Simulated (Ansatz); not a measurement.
## BN$_{2}$H$_{7}$S: geometry relaxation (part 2 of 2)

BN$_{2}$H$_{7}$S; RKS PBE0-D4/def2-SVP (Ansatz 0.2.0). The input holds or restrains some coordinates. Forces given for the steps count only the free coordinates. It belongs to a series of runs on one base structure; here: pulled along the bonds that form and break, towards end B.

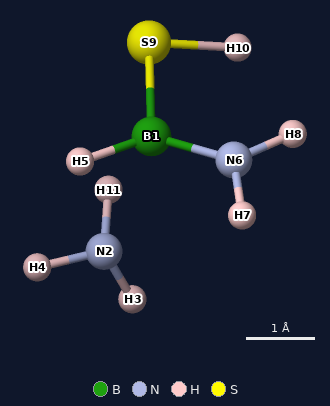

*The geometry at step 9 of the log (ball-and-stick view, seen at a tilt; atoms are numbered from 1 in the order of the input).*

### Trajectory as extended XYZ, continued
```
11
Properties=species:S:1:pos:R:3:forces:R:3 step=5 energy=-14591.95841
B    -0.1593    0.4895   -0.4227   -0.1130  -0.0349   0.6169
N    -0.0071   -0.0319    2.2463   -1.2287   2.6721  -1.3118
H    -0.8408   -0.4857    2.6289    1.3561  -0.7216   0.8393
H     0.9451    0.0924    2.6001   -0.6805  -1.2052   0.7948
H     0.9811    0.0366   -0.5218   -0.5245   0.2656   0.3004
N    -1.3859   -0.0693   -0.8818    0.0249   0.6228  -0.3902
H    -1.9509   -0.9089   -0.7475    0.7522   0.3091  -0.4129
H    -1.7801    0.7393   -1.3774   -1.0258  -1.0197   0.3298
S    -0.4509    2.3070    0.0223   -0.1640  -0.0521  -0.1835
H    -1.8298    2.1824    0.1930    1.0982   0.0521  -0.1519
H    -0.3490    0.9590    2.2326    0.5051  -0.8882  -0.4310
11
Properties=species:S:1:pos:R:3:forces:R:3 step=6 energy=-14592.67888
B    -0.1967    0.5350   -0.4404   -0.1918  -0.1503   0.1426
N    -0.0420    0.0142    2.2530   -0.4613   1.3907  -1.4971
H    -0.7409   -0.5259    2.7084   -0.3550  -0.6315   0.8013
H     0.8727   -0.0122    2.6516    0.5237  -0.2936   0.5926
H     0.9199    0.0689   -0.4761   -0.1746  -0.0071   0.1593
N    -1.3996   -0.0630   -0.9175    1.7560   1.9521   0.3179
H    -1.8238   -0.9366   -0.8409   -0.3051  -1.8276  -0.0814
H    -1.9480    0.6651   -1.3126   -1.2797   0.2456  -0.2311
S    -0.3786    2.3564   -0.0346   -0.5653  -0.4416  -0.1250
H    -1.7415    2.2122    0.1741    0.8282   0.3171  -0.1489
H    -0.3492    0.9960    2.2070    0.2249  -0.5537   0.0699
11
Properties=species:S:1:pos:R:3:forces:R:3 step=7 energy=-14592.99469
B    -0.1956    0.5671   -0.4410   -0.6760  -0.0497  -0.0524
N    -0.0781   -0.0127    2.2411   -0.3184   0.9767  -0.9035
H    -0.7882   -0.4565    2.8021   -0.0847  -0.1047   0.3754
H     0.8450   -0.1312    2.6270    0.2198  -0.0950   0.3344
H     0.9096    0.0953   -0.4696   -0.0057  -0.0554   0.0985
N    -1.3946   -0.0549   -0.8859    0.8798   1.1845   0.2640
H    -1.6709   -1.0143   -0.9439    0.2087  -0.4500  -0.1863
H    -2.0745    0.6295   -1.1775   -0.6441  -0.3348   0.0300
S    -0.3704    2.3936   -0.0528   -0.4118  -0.5082  -0.0746
H    -1.7348    2.2929    0.1175    0.6635   0.2424  -0.0951
H    -0.2752    1.0013    2.1548    0.1689  -0.8058   0.2096
11
Properties=species:S:1:pos:R:3:forces:R:3 step=8 energy=-14593.15701
B    -0.2139    0.5820   -0.4579   -0.6212   0.3314   0.0789
N    -0.0932   -0.0203    2.2216   -0.2511   0.5192  -0.2210
H    -0.7844   -0.4184    2.8527   -0.0800   0.1128   0.0302
H     0.8144   -0.1686    2.6477    0.1964   0.0817   0.0736
H     0.8801    0.0854   -0.4602   -0.0208  -0.0650  -0.0654
N    -1.4071   -0.0406   -0.8769   -0.2433  -0.2894  -0.3385
H    -1.5249   -1.0547   -1.0680    0.1742   1.2463   0.1474
H    -2.2217    0.5605   -1.0814    0.5308  -0.8793   0.2306
S    -0.3321    2.4063   -0.0494   -0.3086  -0.4814  -0.0491
H    -1.6947    2.3771    0.0996    0.4853   0.1734  -0.0914
H    -0.2501    1.0015    2.1442    0.1384  -0.7496   0.2048
11
Properties=species:S:1:pos:R:3:forces:R:3 step=9 energy=-14593.22955
B    -0.2686    0.5610   -0.4267   -0.3517   0.3664  -0.3604
N    -0.1299    0.0105    2.2686   -0.1580   0.4515   0.1309
H    -0.7226   -0.3393    3.0255    0.1087   0.1158  -0.1180
H     0.8323   -0.2334    2.5125   -0.1381   0.1425  -0.0348
H     0.8133    0.0373   -0.4041    0.0306  -0.0116   0.0277
N    -1.3807   -0.0382   -1.0521   -0.3239   0.2077   0.4455
H    -1.4647   -1.0428   -1.2131    0.0987   0.4679   0.0203
H    -2.2704    0.4743   -1.0864    0.4915  -0.5449  -0.0615
S    -0.3390    2.3745    0.0192   -0.1240  -0.4515  -0.0415
H    -1.6955    2.4600    0.0714    0.2239   0.0610  -0.0763
H    -0.2017    1.0462    2.2572    0.1422  -0.8049   0.0681
11
Properties=species:S:1:pos:R:3:forces:R:3 step=10 energy=-14593.26905
B    -0.2505    0.6467   -0.4420   -0.8048   0.0451  -0.2729
N    -0.1670   -0.0937    2.2134   -0.0027   0.5932   0.2345
H    -0.7769   -0.3411    2.9993    0.0944   0.1367  -0.2117
H     0.7844   -0.2989    2.5291   -0.1239   0.0847  -0.0861
H     0.8394    0.1420   -0.4350    0.0830   0.0316  -0.0390
N    -1.3821   -0.0578   -0.9219    0.0825   0.6302   0.2615
H    -1.3748   -1.0604   -1.0916    0.0674   0.3117   0.0710
H    -2.3177    0.3607   -0.9374    0.5400  -0.3372  -0.0172
S    -0.3084    2.4687   -0.0147   -0.1012  -0.7026  -0.1241
H    -1.6579    2.6049   -0.0222    0.1175   0.0211  -0.0372
H    -0.2161    0.9391    2.0948    0.0477  -0.8145   0.2213
11
Properties=species:S:1:pos:R:3:forces:R:3 step=11 energy=-14593.26750 accepted=F
B    -0.2852    0.6432   -0.4356    0.0717   1.0114   0.2678
N    -0.1596   -0.0751    2.2208    0.2028   0.7236   0.0039
H    -0.8232   -0.3111    2.9550   -0.0461  -0.0358   0.0705
H     0.7512   -0.4118    2.5300   -0.0031  -0.0487   0.0419
H     0.8210    0.2047   -0.5280    0.2405  -0.1940   0.1324
N    -1.3867   -0.0574   -0.8900   -0.3055  -0.3294  -0.2425
H    -1.3210   -1.0468   -1.0888    0.0168   0.0316  -0.0814
H    -2.3345    0.2875   -0.8925   -0.0687   0.0564   0.0891
S    -0.3526    2.4377    0.0940   -0.0192  -0.4509  -0.4169
H    -1.6505    2.6793   -0.2077    0.0347  -0.0416   0.1257
H    -0.0866    0.9600    2.2148   -0.1240  -0.7226   0.0093
11
Properties=species:S:1:pos:R:3:forces:R:3 step=12 energy=-14593.29961
B    -0.2725    0.6314   -0.4357   -0.2002   0.5853   0.0346
N    -0.1596   -0.0732    2.2223    0.0530   0.6341   0.1073
H    -0.7898   -0.3215    2.9856    0.0268   0.0110  -0.0350
H     0.7778   -0.3406    2.5258   -0.0609   0.0197  -0.0124
H     0.8257    0.1473   -0.4591    0.0861  -0.0335   0.0059
N    -1.3867   -0.0522   -0.9251   -0.0922   0.0383   0.0233
H    -1.3507   -1.0426   -1.1336    0.0188   0.1036   0.0116
H    -2.3263    0.3289   -0.9157    0.1369  -0.0818  -0.0124
S    -0.3283    2.4404    0.0366    0.0223  -0.5560  -0.2138
H    -1.6611    2.6293   -0.0965    0.0217  -0.0091   0.0202
H    -0.1563    0.9630    2.1672   -0.0122  -0.7116   0.0706
11
Properties=species:S:1:pos:R:3:forces:R:3 step=13 energy=-14593.30207
B    -0.2821    0.6275   -0.4391    0.1076   0.5656   0.0492
N    -0.1350   -0.0725    2.2195   -0.0383   0.6599   0.0634
H    -0.8003   -0.3500    2.9404    0.0006  -0.0014   0.0009
H     0.7909   -0.2965    2.5825    0.0025  -0.0020  -0.0053
H     0.8200    0.1341   -0.4722   -0.0834   0.0456  -0.0031
N    -1.3984   -0.0541   -0.9190   -0.0210  -0.0035   0.0134
H    -1.3512   -1.0393   -1.1389    0.0036  -0.0066  -0.0085
H    -2.3376    0.3185   -0.9218   -0.0048   0.0095   0.0027
S    -0.3118    2.4385    0.0258   -0.0006  -0.5622  -0.1784
H    -1.6454    2.6415   -0.0689    0.0041  -0.0083   0.0013
H    -0.1766    0.9626    2.1634    0.0297  -0.6967   0.0644
```

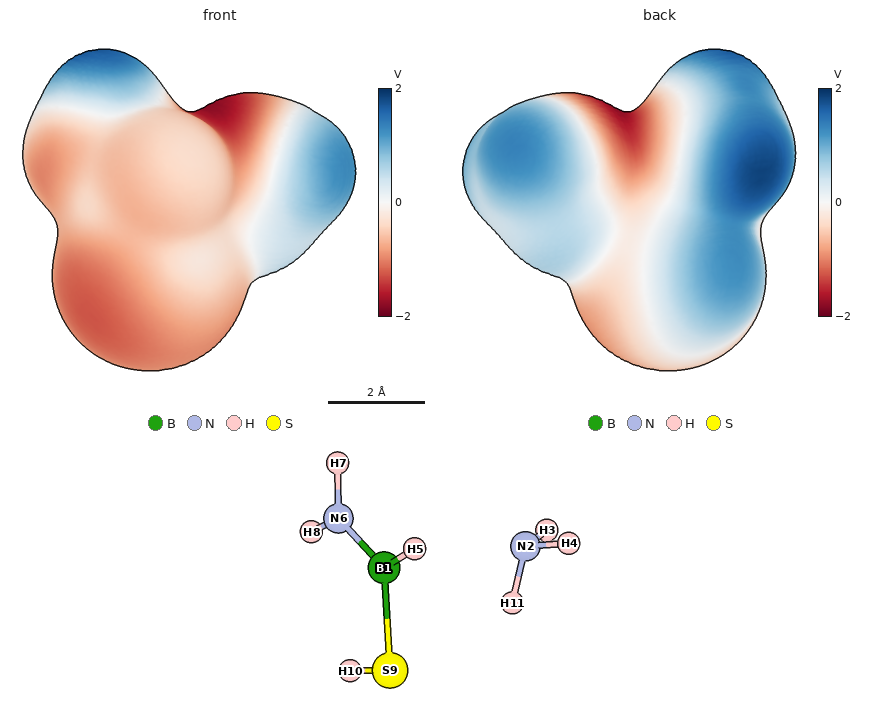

*The molecular electrostatic potential painted on the density surface at 0.002 e/bohr³, seen face on and from behind; the colour scale runs from red (negative) to blue (positive). The bare structure is drawn below in the same view.*

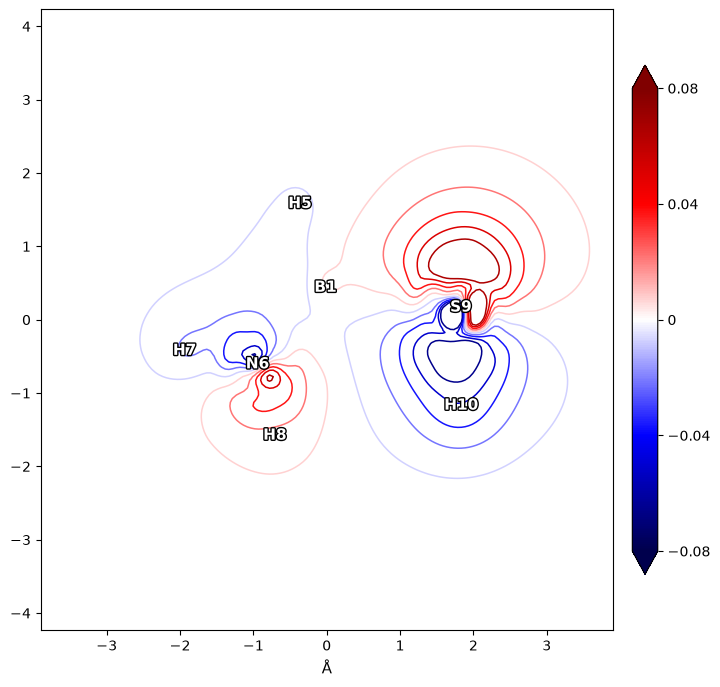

*The HOMO on the plane of atoms N6, B1 and S9 (values in Å⁻³ᐟ²; the overall sign is arbitrary).*

Its energy is −6.77 eV.

The run was set up as follows.

### Input
```yaml
crystal:
  periodic: [false, false, false]
  atoms:
    - { symbol: B, position_ang: [0.0, 0.0, 0.0] }
    - { symbol: "N", position_ang: [0.0, 0.0, 1.9] }
    - { symbol: H, position_ang: [-0.877, -0.2713, 2.43] }
    - { symbol: H, position_ang: [0.877, 0.2713, 2.43] }
    - { symbol: H, position_ang: [1.0305, 0.0, -0.595] }
    - { symbol: "N", position_ang: [-1.3423, 0.0, -0.775] }
    - { symbol: H, position_ang: [-2.0112, -0.8164, -0.6764] }
    - { symbol: H, position_ang: [-1.5914, 0.8164, -1.4036] }
    - { symbol: S, position_ang: [-0.6372, 1.9782, 0.6906] }
    - { symbol: H, position_ang: [-1.9264, 2.2463, 0.2151] }
    - { symbol: H, position_ang: [-0.3497, 1.0857, 1.7562] }
basis:
  gaussian: { orbitals: def2-SVP }
hamiltonian:
  xc: pbe0
  dispersion: d4
relax:
  f_tol: 0.15
  max_steps: 25
  restrain:
    - { distance: [0, 8], at: 1.89, k: 30.0 }
    - { distance: [10, 1], at: 1.06, k: 30.0 }
    - { distance: [0, 1], at: 2.75, k: 30.0 }
    - { distance: [10, 8], at: 2.6, k: 30.0 }
output:
  orbitals: {}
```

Launched with:
```bash
ansatz run input.yaml --threads 2 --pin off --max-ram 3072MiB --backend cpu --events-out ev --progress --plain --runs-dir out
```

### Results in brief

- outcome: converged under the restraints of the input
- total energy: −14593.3021 eV
- mean-field energy: −14593.1462 eV
- largest force (length of the vector) at the end, held atoms and coordinates included: 0.700 eV/Å
- hardware: 2 threads of Arm Neoverse N1, 24 GiB of memory available, shared host
- wall time: 49 s (CPU time 95 s)
- peak memory: 0.19 GiB
